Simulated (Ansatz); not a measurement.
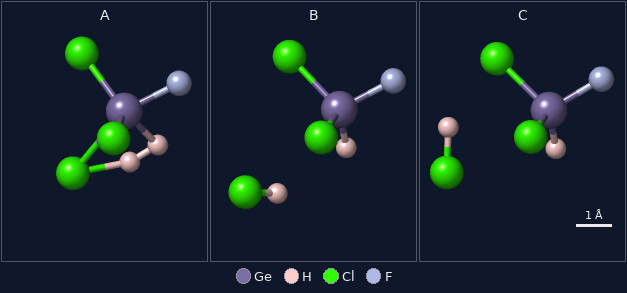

3 geometries from a converged minimum-energy path of GeH2Cl3F, made up at the start of GeHCl$_{2}$F and HCl, shuffled. A ball-and-stick model, seen from a free direction.

Theory: RKS BLYP/def2-SVP in Ansatz. Set-up: 7 movable images; climbing image; force threshold 0.05 eV/Å; iteration limit 60; starting path through a guess of the saddle point.

> Which of them lies highest in energy?

A. In order along the path, whose images run from 0 to 8: C (image 0, 0.00 eV), B (image 2, +0.11 eV), A (image 4, +1.79 eV). Breaking: Cl–H (1.31 → 5.14 Å), Ge–H (1.54 → 4.06 Å). Forming: Cl–Ge (3.87 → 2.16 Å), H–H (3.19 → 0.77 Å).

Limits of the set-up: the start holds two separate molecules, 2.6 Å apart at their closest, whose relative position is a soft coordinate and is computed without a dispersion correction.

Cost: 3.9 min on 2 threads of Arm Neoverse V1, with other jobs on the host, peak memory 0.18 GiB.
